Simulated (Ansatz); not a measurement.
**Amorphous Si$_{30}$N$_{41}$In**

Preparation: random packing, a CHGNet melt and quench, and a DFT relaxation. N atoms were pushed apart under 1.9 Å during the dynamics, to hinder bonds among them. The hot cell started wider than the set density and was brought back towards it in steps. It is the lowest in DFT energy of 2 quenches. It is a model cell: composition and starting density were chosen by hand, and all elements were melted together. No dispersion term was used.

Methods: PBE, scalar-relativistic without spin-orbit coupling (Ansatz, an electronic-structure program); r2SCAN, scalar-relativistic without spin-orbit coupling (Ansatz); HSE06, scalar-relativistic without spin-orbit coupling (Ansatz). Geometry, pressure, stress and energy are those of the PBE run. Its sampling: a 2×2×2 Γ-centred mesh; Fermi-Dirac width 0.02 eV; no spin polarisation. Other functionals are single points at the zone centre (r2SCAN at 500 eV; exact exchange cut at the cell's faces), free to take moments where seeds were set. At PBE the levels at both edges of the gap are localised (band-tail or defect states), and the nearest spread-out levels lie 3.7 eV apart at the zone centre.

```yaml
number_of_atoms_in_the_cell: 72
Density (held, not predicted): 3.12 g/cm³
volume_per_atom: 76.5 bohr³
Pressure on a 2×2×2 Γ-centred mesh: 2.95 GPa
Largest force and stress component on that mesh (the relaxation ran on the zone centre alone): 0.11 eV/Å and 3.0 GPa
Gap between localised states on a 2×2×2 Γ-centred mesh (PBE): 1.36 eV
Gap between localised states at the zone centre (PBE): 1.37 eV
Gap between localised states at the zone centre (r2SCAN): 1.72 eV
Gap between localised states at the zone centre (HSE06): 2.59 eV
```

Cut-offs for bonds: Si-Si 2.60 Å, Si-N 2.14 Å, Si-In 2.78 Å, N-N 1.70 Å, N-In 2.56 Å, In-In 3.12 Å. Two cations that share two anions don't count as bonded, nor two that share one unless they lie closer than Si-Si 2.38 Å, Si-In 2.71 Å, In-In 3.04 Å.

```
Quantity                                                           Value
---------------------------------  -------------------------------------
Mean coordination of Si by anions   4.00 (1 with 3, 28 with 4, 1 with 5)
Mean coordination of N              3.00 (2 with 2, 37 with 3, 2 with 4)
Mean coordination of In by anions                        3.00 (1 with 3)
Mean Si-N bond                     1.757 Å (spread 0.064 Å, 120 counted)
Mean N-In bond                       2.180 Å (spread 0.089 Å, 3 counted)
```

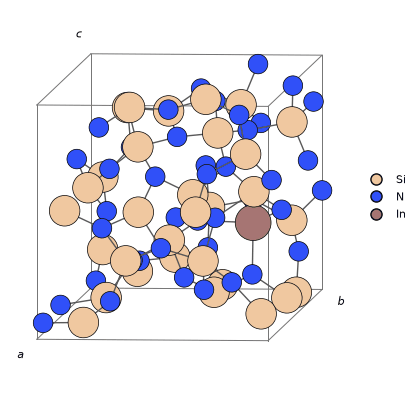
*The relaxed cell*

Its density started from a set value of 3.12 g/cm³. The simulated quench (nominally 380 K/ps over its main leg) is rapid and tends to freeze in more defects than a deposited or slowly cooled glass has. One small periodic cell is one sample of the glass; other quenches scatter about these values. The volume was held where the preparation left it and the shape relaxed, at a PBE pressure of 2.9 GPa. Stress components on the final sampling reach 3.0 GPa.
